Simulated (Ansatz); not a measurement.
# H3O2Si: the cost of one run

All numbers are computed with Ansatz 0.2.0 through its Python package. Level of theory: CAM-B3LYP/def2-SVP.

## (1) The structure

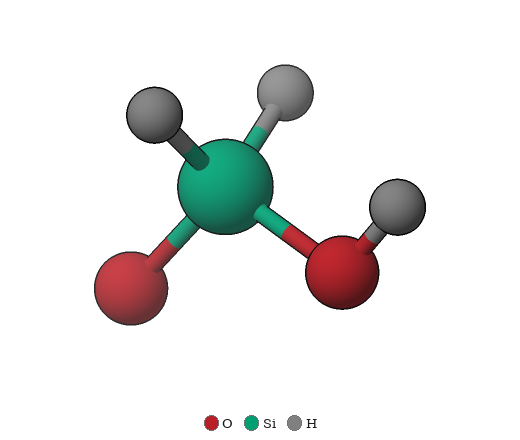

The structure that the script starts from, seen from a chosen angle (oxygen red, silicon teal, hydrogen grey).

The script holds or builds the structure itself.

## (2) The code

File bend.py:

```python
"""Energy of H3O2Si against one bond angle."""

import warnings

import ansatz as az
from ase import Atoms

BASIS = "def2-SVP"
FUNCTIONAL = "CAM-B3LYP"
FMAX = 0.02


def main() -> None:
    warnings.simplefilter("ignore", az.DeckWarning)

    atoms = Atoms(["O", "Si", "O", "H", "H", "H"], positions=[
        (-1.9153, -0.2705, 0.0881),
        (-0.3023, 0.0475, -0.2333),
        (0.5851, -0.3731, 1.1409),
        (0.204, -0.7598, -1.3786),
        (-0.0857, 1.465, -0.5617),
        (1.5563, -0.1732, 0.8983),
    ])

    # relax first, so that the scan starts from a minimum
    first = (
        az.Crystal.molecule_from_ase(atoms).calculation()
        .basis(gaussian=BASIS)
        .functional(FUNCTIONAL)
        .spin("collinear", total=1)
        .relax(force_tolerance=FMAX, max_steps=80)
    )
    atoms.positions = first.run().report["positions_ang"]

    rows = []
    for angle in [90, 100, 110, 120, 135, 150, 165, 179]:
        bent = atoms.copy()
        bent.set_angle(1, 2, 5, angle, indices=[5])
        setup = (
            az.Crystal.molecule_from_ase(bent).calculation()
            .basis(gaussian=BASIS)
            .functional(FUNCTIONAL)
            .spin("collinear", total=1)
        )
        rows.append((angle, setup.run().report["free_energy_ev"]))
    floor = min(e for _, e in rows)
    for angle, e in rows:
        print(f"angle Si1-O2-H5 = {angle:3d} deg   {1000 * (e - floor):9.1f} meV")


if __name__ == "__main__":
    main()
```

## (3) The calls as engine input

The package turns the script's settings into the engine's input (first run):

```yaml
crystal:
  periodic: [false, false, false]
  atoms:
    - { symbol: O, position_ang: [-1.9153, -0.2705, 0.0881] }
    - { symbol: Si, position_ang: [-0.3023, 0.0475, -0.2333] }
    - { symbol: O, position_ang: [0.5851, -0.3731, 1.1409] }
    - { symbol: H, position_ang: [0.204, -0.7598, -1.3786] }
    - { symbol: H, position_ang: [-0.0857, 1.465, -0.5617] }
    - { symbol: H, position_ang: [1.5563, -0.1732, 0.8983] }
basis:
  gaussian:
    orbitals: def2-SVP
hamiltonian:
  xc: cam_b3lyp
magnetization:
  spin_polarized: true
  initial_magnetization: 1.0
relax:
  f_tol: 0.02
  max_steps: 80
```

## (4) Running it

Run with:

```sh
$ python bend.py
```

Q: Estimate wall time and peak memory on 1 thread of Arm Neoverse V1, shared host.

About 1.9 min, with a peak of 0.24 GiB.
